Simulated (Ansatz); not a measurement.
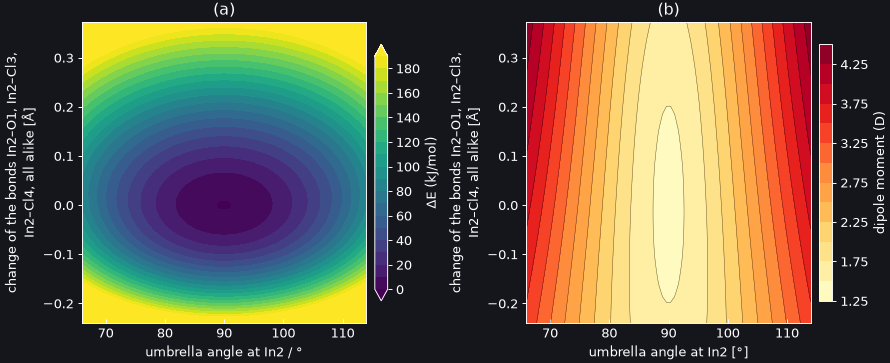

Cl2HInO, SMILES [OH][In]([Cl])[Cl]. Coordinates scanned: (1) umbrella angle at In2 (between each of its bonds and their common axis; 90 is planar); (2) change of the bonds In2–O1, In2–Cl3, In2–Cl4, all alike. Nothing is relaxed (all other coordinates rigid). Grid: 9 × 9 points; 45 points were computed and 36 follow by symmetry. Points are written as (first, second). Energies: kJ/mol, counted from the lowest grid point. These are results of Ansatz 0.2.0, RKS r2SCAN-D4/def2-TZVP, not measurements.

Panel (a) is the energy and panel (b) the computed dipole moment on the same grid.

In the figure: filled contours, one colour for all values above the top of the scale. Between grid points the surface is interpolated.

How does the dipole moment vary over the map, and what is it at the lowest grid point?

Leaving out the highest fifth of the energies, it runs from 1.44 D at (90°, −0.011 Å) to 4.29 D at (66°, 0.296 Å). At the lowest grid point, (90°, −0.011 Å), it is 1.44 D.

```tsv
second ↓, first →	66	72	78	84	90	96	102	108	114
0.373	4.40	3.57	2.72	1.98	1.66	1.98	2.72	3.57	4.40
0.296	4.29	3.47	2.63	1.90	1.57	1.90	2.63	3.47	4.29
0.219	4.18	3.37	2.55	1.83	1.51	1.83	2.55	3.37	4.18
0.142	4.06	3.27	2.47	1.78	1.47	1.78	2.47	3.27	4.06
0.066	3.94	3.18	2.40	1.74	1.45	1.74	2.40	3.18	3.94
−0.011	3.81	3.08	2.34	1.72	1.44	1.72	2.34	3.08	3.81
−0.088	3.68	2.98	2.28	1.70	1.45	1.70	2.28	2.98	3.68
−0.164	3.55	2.88	2.24	1.71	1.48	1.71	2.24	2.88	3.55
−0.241	3.43	2.80	2.20	1.72	1.52	1.72	2.20	2.80	3.43
```
